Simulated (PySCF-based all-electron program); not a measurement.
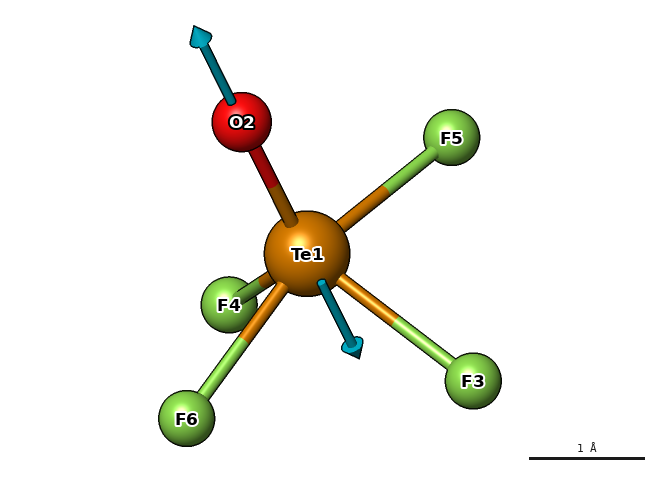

Arrows show the forces on the atoms, 0.08 Å of arrow for 1 eV/Å; forces under a tenth of the largest aren't drawn. Level of theory: PBE, all-electron, scalar-relativistic (Koelling-Harmon), large uncontracted Gaussian sets (PySCF-based all-electron program).

Question: Which bond do the forces act along most?

Answer: Te1–O2, now 1.600 Å: the forces push its atoms apart, so a first step downhill lengthens it.

List the force components in the frame of the picture (x right, y up, z towards the viewer), in eV/Å.

```
atom     Fx     Fy     Fz
 Te1   4.23  −8.53  −7.02
  O2  −4.22   8.50   7.01
  F3   0.00   0.04   0.06
  F4  −0.04   0.05   0.01
  F5   0.02  −0.03  −0.03
  F6   0.01  −0.04  −0.03
```
